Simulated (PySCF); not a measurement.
Vertical excitations of a molecule CH12OSi4 from TDA-PBE/def2-SVPD run with PySCF, as energy in eV (oscillator strength): 5.65 (0.022), 5.87 (0.001), 6.05 (0.020), 6.26 (0.013), 6.28 (0.006), 6.30 (0.018). Lowest triplet (TDA): 5.13 eV. Geometry: PBE0-D3(BJ)/def2-SVP. One conformer was computed; it need not be the lowest.

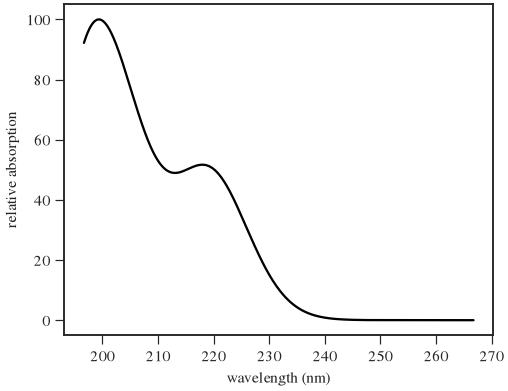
Figure: The lines broadened by 0.4 eV.

Q: Which structure fits?
A) C[Si@@H]([SiH3])O[SiH2][SiH3]
B) O[SiH2]C[SiH2][SiH2][SiH3]
C) [SiH3]CO[SiH]([SiH3])[SiH3]
D) O[Si@H](C[SiH3])[SiH2][SiH3]

A: D, O[Si@H](C[SiH3])[SiH2][SiH3]
